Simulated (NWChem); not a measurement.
**A workflow on the pair O3···N2**

Aim: a single-point energy (singlet N2O3, MP2/aug-cc-pVDZ), then the energy (singlet O3, MP2/aug-cc-pVDZ), then the energy (singlet N2, MP2/aug-cc-pVDZ), then a single-point energy (singlet O3, MP2/aug-cc-pVDZ), then a single-point energy (singlet N2, MP2/aug-cc-pVDZ) of N2O3 and its partners. 

Program for the calculation: NWChem 7.3.0.

## 1. Starting point

N2O3 has 5 atoms, charge 0, and is taken as a singlet. The two molecules were placed rigidly side by side, at 0.85 times their contact distance; the pair isn't optimised.

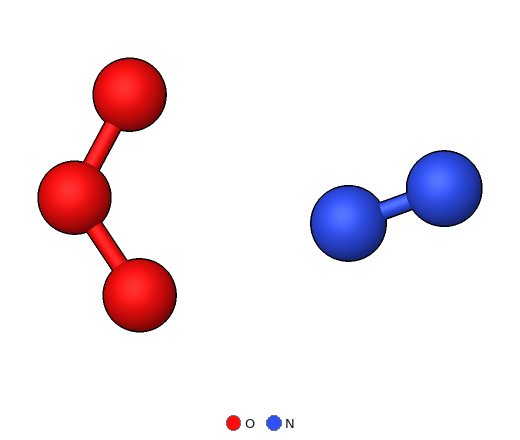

The structure, seen from a chosen angle (oxygen red, nitrogen blue).

## 2. The energy at MP2/aug-cc-pVDZ (run 1)

The input, sp.nw:

```
start sp
title "N2O3 energy"
memory total 2200 mb
geometry noautosym nocenter noautoz
   O     0.848700   -0.535900    0.409500
   O    -0.228900   -0.317600   -0.159400
   O    -0.619800    0.853500   -0.250100
   N     2.061800    1.792280    0.102210
   N     2.274130    2.718290    0.635650
end
basis spherical bse
   O library aug-cc-pVDZ
   N library aug-cc-pVDZ
end
scf
   singlet
   rhf
   thresh 1e-08
   maxiter 80
   print low
end
mp2
   freeze core 5
   tight
end
task mp2
```

Launch:

```console
$ nwchem sp.nw > sp.out
```

Standard output, shortened:

```text
[...]
  functions       =   115
[...]
  wavefunction    = RHF
[...]
         Total SCF energy =   -333.256171811879
      One-electron energy =   -753.082197921754
      Two-electron energy =    270.298786409330
 Nuclear repulsion energy =    149.527239700546
        Time for solution =     33.8s
[...]
          Total MP2 energy          -334.226307974664
[...]
```

It took 39 s on 1 thread of Intel Xeon 6975P-C (Granite Rapids), shared host; peak memory 0.43 GiB.

## 3. O3: a single-point energy at MP2/aug-cc-pVDZ (run 2)

The input, m1.nw:

```
start m1
title "O3"
memory stack 880 mb heap 220 mb global 1100 mb
geometry units au noautosym nocenter noautoz
  O   1.60381056 -1.01270423  0.77384285
  O  -0.43255831 -0.60017702 -0.30122234
  O  -1.17125225  1.61288125 -0.47262050
end
basis spherical bse
  * library aug-cc-pVDZ
end
scf
  thresh 1e-08
  maxiter 80
  print low
end
mp2
  freeze core 3
  tight
end
task mp2 energy
```

Launch:

```console
$ nwchem m1.nw > m1.out
```

Standard output, shortened:

```text
[...]
  functions       =    69
[...]
  wavefunction    = RHF
[...]
         Total SCF energy =   -224.300929376190
      One-electron energy =   -448.293537060374
      Two-electron energy =    153.350959332889
 Nuclear repulsion energy =     70.641648351296
        Time for solution =      4.9s
[...]
          Total MP2 energy          -224.952225347764
[...]
```

Wall time 6.3 s (1 thread of Intel Xeon 6975P-C (Granite Rapids), shared host); peak memory 0.14 GiB.

## 4. N2: the energy at MP2/aug-cc-pVDZ (run 3)

The input, n2.nw:

```
start n2
title "N2"
memory total 2200 mb

geometry noautosym nocenter noautoz
  N        2.061800       1.792280       0.102210
  N        2.274130       2.718290       0.635650
end

basis spherical bse
  * library aug-cc-pVDZ
end

scf
  thresh 1e-08
  maxiter 80
  noprint "final vectors analysis"
end

mp2
  freeze core 2
  tight
end

task mp2 energy
```

Launch:

```console
$ nwchem n2.nw > n2.out
```

Standard output, shortened:

```text
[...]
  functions       =    46
[...]
  wavefunction    = RHF
[...]
         Total SCF energy =   -108.961486394098
      One-electron energy =   -194.470058459592
      Two-electron energy =     61.710221181001
 Nuclear repulsion energy =     23.798350884492
        Time for solution =      0.9s
[...]
          Total MP2 energy          -109.276247598774
[...]
```

It took 1.7 s on 1 thread of Intel Xeon 6975P-C (Granite Rapids), shared host; peak memory 0.1 GiB.

## 5. O3 among ghost functions: the energy at MP2/aug-cc-pVDZ (with ghost functions) (run 4)

The input, o3.nw:

```
START o3
TITLE "O3 mp2"
memory stack 880 mb heap 220 mb global 1100 mb
charge 0

GEOMETRY units bohr noautosym nocenter noautoz
   O      1.60381056    -1.01270423     0.77384285
   O     -0.43255831    -0.60017702    -0.30122234
   O     -1.17125225     1.61288125    -0.47262050
   bqN      3.896237     3.386918     0.193149
   bqN      4.297483     5.136824     1.201204
END

BASIS spherical bse
   O library aug-cc-pVDZ
   bqN library N aug-cc-pVDZ
END

SCF
   thresh 1e-08
   maxiter 80
   print low
END

MP2
   freeze core 3
   tight
END

TASK mp2 energy
```

Launch:

```console
$ nwchem o3.nw > o3.out
```

Standard output, shortened:

```text
[...]
  functions       =   115
[...]
  wavefunction    = RHF
[...]
         Total SCF energy =   -224.301405976213
      One-electron energy =   -448.297268591924
      Two-electron energy =    153.354214264415
 Nuclear repulsion energy =     70.641648351296
        Time for solution =     32.0s
[...]
          Total MP2 energy          -224.953367845122
[...]
```

It took 37 s on 1 thread of Intel Xeon 6975P-C (Granite Rapids), shared host; peak memory 0.33 GiB.

## 6. N2 among ghost functions: a single-point energy at MP2/aug-cc-pVDZ (with ghost functions) (run 5)

The input, n2.nw:

```
start n2
title "N2 mp2"
memory 2200 mb

geometry units atomic noautosym nocenter noautoz
N   3.89623732  3.38691834  0.19314891
N   4.29748287  5.13682363  1.20120441
bqO      1.603811    -1.012704     0.773843
bqO     -0.432558    -0.600177    -0.301222
bqO     -1.171252     1.612881    -0.472621
end

basis spherical bse
N library aug-cc-pVDZ
bqO library O aug-cc-pVDZ
end

scf
thresh 1e-08
maxiter 80
print low
end

mp2
freeze core 2
tight
end

task mp2 energy
```

Launch:

```console
$ nwchem n2.nw > n2.out
```

Standard output, shortened:

```text
[...]
  functions       =   115
[...]
  wavefunction    = RHF
[...]
         Total SCF energy =   -108.961637886462
      One-electron energy =   -194.471252136235
      Two-electron energy =     61.711265073922
 Nuclear repulsion energy =     23.798349175851
        Time for solution =     16.7s
[...]
          Total MP2 energy          -109.276840083084
[...]
```

Run time: 21 s. Hardware: 1 thread of Intel Xeon 6975P-C (Granite Rapids), shared host; peak memory 0.23 GiB.

## 7. Results

| quantity | value |
| --- | --- |
| run 1, MP2/aug-cc-pVDZ: total energy | -334.22631 Eh |
| run 1, MP2/aug-cc-pVDZ: correlation energy (5 core orbitals frozen) | -970.1 mEh |
| O3: total energy | -224.95223 Eh |
| O3: correlation energy (3 core orbitals frozen) | -651.3 mEh |
| N2: total energy | -109.27625 Eh |
| N2: correlation energy (2 core orbitals frozen) | -314.8 mEh |
| O3 among ghost functions: total energy | -224.95337 Eh |
| O3 among ghost functions: correlation energy (3 core orbitals frozen) | -652.0 mEh |
| N2 among ghost functions: total energy | -109.27684 Eh |
| N2 among ghost functions: correlation energy (2 core orbitals frozen) | -315.2 mEh |
| interaction energy of the rigid parts O3 and N2 (parts in their own basis; closest atoms 2.64 Å apart) | 0.059 eV |
| interaction energy of the rigid parts O3 and N2 (parts in the whole basis, counterpoise; closest atoms 2.64 Å apart) | 0.106 eV |

**Reading.** The interaction energy of the rigid parts O3 and N2 (parts in their own basis; closest atoms 2.64 Å apart) is 0.06 eV (5.7 kJ/mol): the parts repel at this shape. Without counterpoise this holds the superposition error of the basis. The interaction energy of the rigid parts O3 and N2 (parts in the whole basis, counterpoise; closest atoms 2.64 Å apart) is 0.11 eV (10.2 kJ/mol): the parts repel at this shape. The basis-set superposition error is 4.6 kJ/mol.
